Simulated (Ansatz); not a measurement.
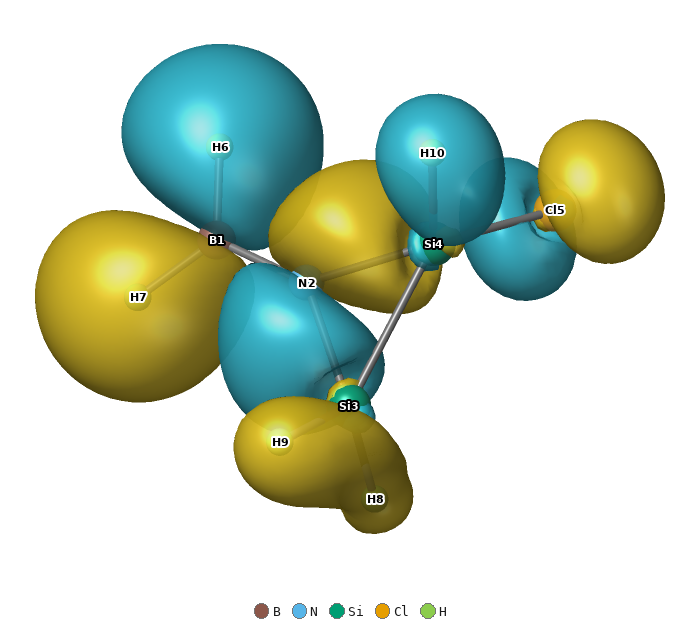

*BClH₅NSi₂. The HOMO−1 at ±0.06 Å⁻³ᐟ² (yellow and cyan are the two phases), seen at a tilt.*

Geometry: PBE0-D4/def2-TZVP.

All numbers below come from RKS PBE0-D4/def2-TZVPP (Ansatz).

```xyz
10

B    -0.8099    1.2105    0.9598
N    -0.1353    0.2253    0.2156
Si    0.2322   -1.5102    0.2715
Si    0.8463    0.0289   -1.2135
Cl   -0.1032    0.3115   -3.0033
H    -0.8348    2.3410    0.5601
H    -1.3489    0.9094    1.9888
H    -0.9267   -2.4086    0.0538
H     1.0554   -1.9574    1.4219
H     2.1080    0.7983   -1.2516
```

Q: Describe this orbital and give its energy.

A: Its weight (Hirshfeld) is mainly on B1 (about 20 %), N2 (about 20 %), H7 (about 15 %), H6 (about 15 %), Si3 (about 5 %) and Cl5 (about 5 %). Its energy is −8.39 eV.
